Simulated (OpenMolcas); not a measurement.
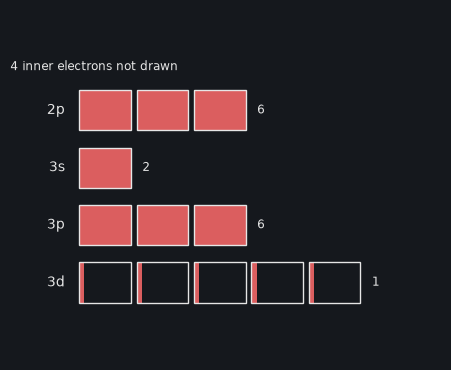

The outer shells of the leading configuration of the lowest level: a box for each of the 2l + 1 orbitals, shaded by the share of the shell that is filled, with the electron count at the right.

**Multiconfigurational calculation, with input and output: V⁴⁺ complex**

System: V⁴⁺ with 6 ligands (F; octahedron, 1.89 Å), neutralised by 6 outer point charges of +0.33 e, whose field is part of the energies.
Method: state-averaged CASSCF, active space 1 electron in the shell 3d, basis ANO-RCC-VTZP on the metal and ANO-RCC-VDZP on the ligands, DKH2 scalar Hamiltonian, spin-orbit coupling by RASSI with atomic mean-field integrals (OpenMolcas).

**Log (extracts)**
```
--- SEWARD ---
Basis set label: V.ANO-RCC...6S5P3D2F1G.

      Electronic valence basis set:
      ------------------
      Associated Effective Charge  23.000000 au
      Associated Actual Charge     23.000000 au
      Nuclear Model: Point charge

      Shell  nPrim  nBasis  Cartesian Spherical Contaminant
         s      21       6        X
         p      15       5        X
         d      10       3                 X
         f       6       2                 X
         g       4       1                 X
                  Relativistic Douglas-Kroll-Hess integrals:
                    - DKH order of Hamiltonian: 2
                    - DKH order of Properties : 0
                  Atomic mean-field integrals
--- RASSCF ---
Wave function specifications:
      -----------------------------

      Number of closed shell electrons          78
      Number of electrons in active shells       1
      Max number of holes in RAS1 space          0
      Max nr of electrons in RAS3 space          0
      Number of inactive orbitals               39
      Number of active orbitals                  5
      Number of secondary orbitals              99
      Spin quantum number                      0.5
      State symmetry                             1
Orbital specifications:
      -----------------------

      Symmetry species                           1   2
                                                ag  au
      Frozen orbitals                            0   0
      Inactive orbitals                         18  21
      Active orbitals                            5   0
      RAS1 orbitals                              0   0
      RAS2 orbitals                              5   0
      RAS3 orbitals                              0   0
      Secondary orbitals                        49  50
      Deleted orbitals                           0   0
      Number of basis functions                 72  71
      Number of CSFs                             5
      Number of root(s) required                 5
      Iter CI   SX   CI       RASSCF       Energy    max ROT     max BLB   max BLB  Level Ln srch  Step   QN
          iter iter root      energy       change     param      element    value   shift minimum  type update
 Nr of preliminary CI iterations:   1
      Total energies have been shifted. Add                -1000.00 au
        1   1   12    0  -544.84383868    0.00E+00  -1.41E-01*   4  32 2 -4.75E-01*  1.09   0.00    SX    NO
        2   1   13    0  -545.91777218   -1.07E+00* -9.44E-02   18  21 1  2.21E-01*  0.73   0.00    SX    NO
        3   1   12    0  -546.13628533   -2.19E-01* -4.29E-02   18  21 1  1.08E-01*  0.74   0.00    SX    NO
        4   1   12    0  -546.17839693   -4.21E-02*  2.21E-02   18  21 1  5.89E-02*  0.79   0.00    SX    NO
        5   1   11    0  -546.18931807   -1.09E-02*  2.21E-02   18  21 1  3.23E-02*  0.81   2.11    LS   YES
        6   1   11    0  -546.19355649   -4.24E-03*  7.42E-03    9  32 2  6.54E-03*  0.83   1.11    QN   YES
        7   1   10    0  -546.19411191   -5.55E-04*  3.34E-03    9  22 2 -3.20E-03*  0.82   1.46    LS   YES
        8   1   10    0  -546.19417248   -6.06E-05*  7.32E-04    6  34 2 -5.03E-03*  0.82   1.02    QN   YES
        9   1    9    0  -546.19424296   -7.05E-05* -5.36E-04    6  24 1 -9.66E-04*  0.82   1.30    QN   YES
       10   1    9    0  -546.19425631   -1.34E-05* -3.56E-04    3  45 1 -5.00E-04*  0.82   1.35    QN   YES
       11   1    8    0  -546.19425964   -3.33E-06*  2.21E-04    4  32 2  2.72E-04*  0.82   1.44    QN   YES
       12   1    7    0  -546.19426059   -9.52E-07* -9.38E-05    9  42 2 -1.39E-04*  0.82   1.35    QN   YES
       13   1    7    0  -546.19426081   -2.18E-07* -3.83E-05    6  24 1  7.51E-05   0.82   1.38    QN   YES
       14   1    6    0  -546.19426086   -4.91E-08*  1.92E-05    6  24 1  3.48E-05   0.82   1.30    QN   YES
       15   1    5    0  -546.19426087   -8.55E-09   7.71E-06    6  24 1  1.18E-05   0.82   1.34    QN   YES
      Convergence after 15 iterations
       16   1    5    0  -546.19426087   -1.71E-09   7.71E-06    9  32 2  5.13E-06   0.82   1.34    QN   YES
      Natural orbitals and occupation numbers for root  1
      sym 1:   1.000000   0.000000   0.000000   0.000000  -0.000000
      Natural orbitals and occupation numbers for root  2
      sym 1:   0.000000  -0.000000   0.000000   1.000000   0.000000
      Natural orbitals and occupation numbers for root  3
      sym 1:   1.000000   0.000000   0.000000   0.000000  -0.000000
::    RASSCF root number  1 Total energy:  -1546.22807681
::    RASSCF root number  2 Total energy:  -1546.22807681
::    RASSCF root number  3 Total energy:  -1546.22807681
::    RASSCF root number  4 Total energy:  -1546.14353696
::    RASSCF root number  5 Total energy:  -1546.14353696
--- RASSI ---
SPIN-FREE ENERGIES:
  (Shifted by EMIN (a.u.) =      -1546.2280768122)

 SF State       Relative EMIN(au)   Rel lowest level(eV)    D:o, cm**(-1)

     1             0.0000000000        0.0000000000              0.0000
     2             0.0000000000        0.0000000000              0.0000
     3             0.0000000006        0.0000000160              0.0001
     4             0.0845398532        2.3004465973          18554.3531
     5             0.0845398532        2.3004465973          18554.3531
     Dipole printing threshold changed to   1.00000000E+00
Eigenvalues of complex Hamiltonian:
   -----------------------------------
  (Shifted by EMIN (a.u.) =      -1546.2280768122)

 SO State       Relative EMIN(au)   Rel lowest level(eV)    D:o, cm**(-1)

     1            -0.0005187571        0.0000000000              0.0000
     2            -0.0005187571        0.0000000000              0.0000
     3            -0.0005187568        0.0000000106              0.0001
     4            -0.0005187568        0.0000000106              0.0001
     5             0.0010079111        0.0415427597            335.0650
     6             0.0010079111        0.0415427597            335.0650
     7             0.0845546548        2.3149654730          18671.4557
     8             0.0845546548        2.3149654730          18671.4557
     9             0.0845546548        2.3149654730          18671.4557
    10             0.0845546548        2.3149654730          18671.4557
Weights of the five most important spin-orbit-free states for each spin-orbit state.

 SO State  Total energy (au)           Spin-free states, spin, and weights
 -------------------------------------------------------------------------------------------------------
    1        -0.000519       1 0.5  0.4999    2 0.5  0.4999    4 0.5  0.0001    5 0.5  0.0000    3 0.5  0.0000
    2        -0.000519       1 0.5  0.4999    2 0.5  0.4999    4 0.5  0.0001    5 0.5  0.0000    3 0.5  0.0000
    3        -0.000519       3 0.5  0.6666    2 0.5  0.1667    1 0.5  0.1666    5 0.5  0.0001    4 0.5  0.0000
    4        -0.000519       3 0.5  0.6666    2 0.5  0.1667    1 0.5  0.1666    5 0.5  0.0001    4 0.5  0.0000
    5         0.001008       3 0.5  0.3333    2 0.5  0.3333    1 0.5  0.3333    5 0.5  0.0000    4 0.5  0.0000
    6         0.001008       3 0.5  0.3333    2 0.5  0.3333    1 0.5  0.3333    5 0.5  0.0000    4 0.5  0.0000
    7         0.084555       5 0.5  0.9998    3 0.5  0.0001    2 0.5  0.0001    1 0.5  0.0000    4 0.5  0.0000
    8         0.084555       5 0.5  0.9998    3 0.5  0.0001    2 0.5  0.0001    1 0.5  0.0000    4 0.5  0.0000
    9         0.084555       4 0.5  0.9998    1 0.5  0.0001    2 0.5  0.0000    3 0.5  0.0000    5 0.5  0.0000
   10         0.084555       4 0.5  0.9998    1 0.5  0.0001    2 0.5  0.0000    3 0.5  0.0000    5 0.5  0.0000
 -------------------------------------------------------------------------------------------------------
```

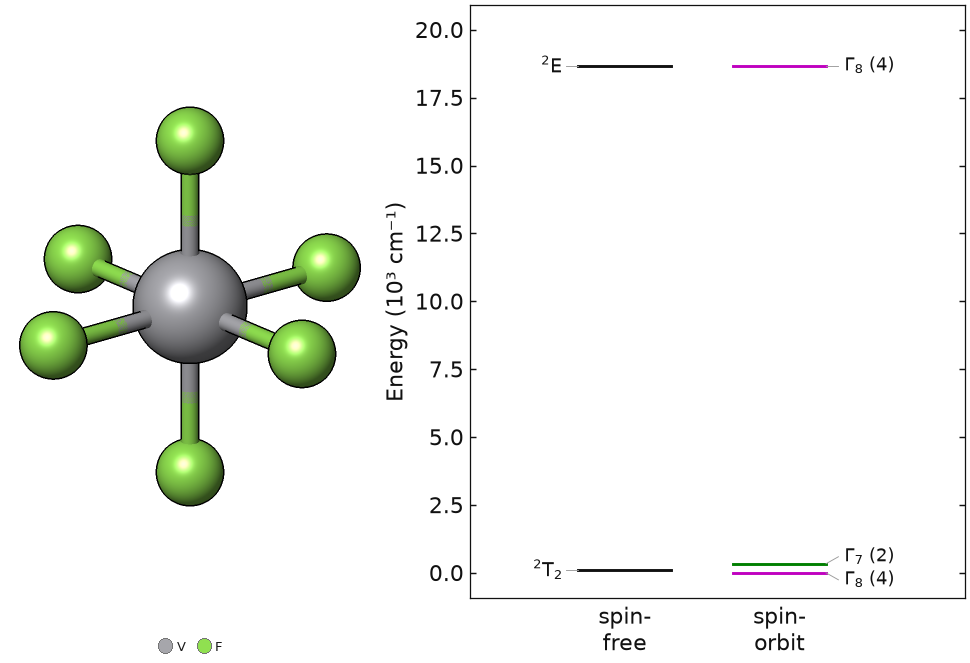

V⁴⁺ (3d) with 6 ligands, F⁻, at 1.89 Å (arrangement: octahedron, Oh), neutralised by outer point charges of +0.33 e, and its levels. Labels give the representation in O, Td, D4 or D3 as the site allows (double group for half-integer spin) where it could be assigned and, in brackets, the degeneracy; spin-free states, where drawn, share the zero of the spin-orbit levels. The ground level is Γ₈, 4-fold degenerate, 100 % from states of spin multiplicity 2. The next level lies at 335 cm⁻¹ (Γ₇). The lowest spin-free state is ²T₂; of the same spin there follows at 18,600 cm⁻¹ (²E) above it. A ligand-field fit to the spin-free states gives |10Dq| = 18,600 cm⁻¹. The active orbitals hold 83 to 94 % metal character (Löwdin), and the Mulliken charge of the metal is +2.28.

**The input**
```
&GATEWAY
Coord
7

V 0.0 0.0 0.0
F 1.890000 0.000000 0.000000
F 0.000000 1.890000 0.000000
F -1.890000 0.000000 0.000000
F 0.000000 -1.890000 0.000000
F 0.000000 0.000000 1.890000
F 0.000000 0.000000 -1.890000
Basis=V.ANO-RCC-VTZP,F.ANO-RCC-VDZP
Group=XYZ
NoMove
AngMom=0.0 0.0 0.0
AMFI
RICD
XField
3 Angstrom 0
4.690000 0.000000 0.000000 0.333333
0.000000 4.690000 0.000000 0.333333
0.000000 0.000000 4.690000 0.333333
&SEWARD
&RASSCF
FileOrb=start.orb
Symmetry=1
Spin=2
nActEl=1 0 0
Inactive=18 21
Ras2=5 0
CIRoot=5 5 1
SDav=5
CIMx=300
Iter=150 100
PrWF=0.3
OrbListing=Nothing
MaxOrb=0
LevShft=1.0
>>> COPY $Project.JobIph JOB001
&RASSI
NrOfJobIphs=1 5
1 2 3 4 5
IphNames
JOB001
EJob
SpinOrbit
DIPRint=1.0
SOCoupling=1000.0
Subsets=2
Property=9
'ANGMOM' 1 'ANGMOM' 2 'ANGMOM' 3 'MLTPL  1' 1 'MLTPL  1' 2 'MLTPL  1' 3
'AMFI' 1 'AMFI' 2 'AMFI' 3
SOProperty=3
'ANGMOM' 1 'ANGMOM' 2 'ANGMOM' 3
```

The file start.orb holds starting orbitals from an earlier step. A driver script formed the levels outside the program, from RASSI's spin-orbit matrix and the active-space energies, averaged over the components of each term or state.

Run as:
```bash
OMP_NUM_THREADS=1 MOLCAS_MEM=2457 MOLCAS_PROJECT=a pymolcas a.inp > a.log  # once for each step of the input, in one work folder
```

**Summary**

| quantity | value |
| --- | --- |
| outcome | converged |
| energy of the lowest spin-free term | −1546.22808 hartree |
| energy of the lowest spin-orbit level | −1546.22860 hartree |
| largest spread among components of a term | 0.0 cm⁻¹ |
| hardware | 1 thread of Arm Neoverse V2, 24 GiB of memory available, shared host |
| wall time | 8.6 s |

**Notes**

To bear in mind: covalent bonds, ligand orbitals missing from the active space; distances are set from ionic radii, not optimised.
